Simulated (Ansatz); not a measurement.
```xyz
9

Al    0.0399    0.2047    0.1468
C    -0.0099    0.1380    2.1094
H    -0.9805   -0.1939    2.5190
H     0.7993   -0.4871    2.5288
H     0.1612    1.1467    2.5267
H     1.3632    0.1987   -0.7147
F    -1.3929    0.5156   -0.6538
F    -0.2500   -2.5493    0.9304
H    -0.2731   -2.1331    1.7576
```

Theory: Ansatz 0.2.0, RKS r2SCAN/def2-SVP.

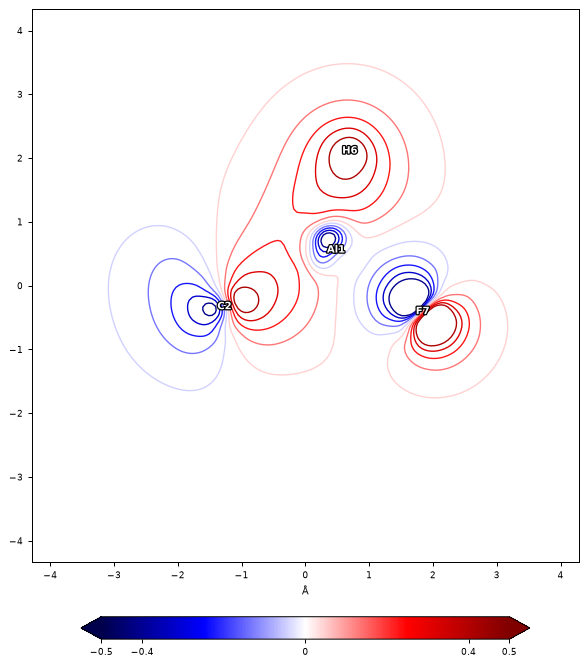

CH₄AlF···HF. The HOMO−1 on the plane of atoms C2, Al1 and F7 (values in Å⁻³ᐟ²; the overall sign is arbitrary).

Q: Describe this orbital and give its energy.

A: By Hirshfeld shares it lies mainly on Al1 (about 30 %), H6 (about 25 %), F7 (about 20 %) and C2 (about 20 %). Its energy is −8.90 eV.
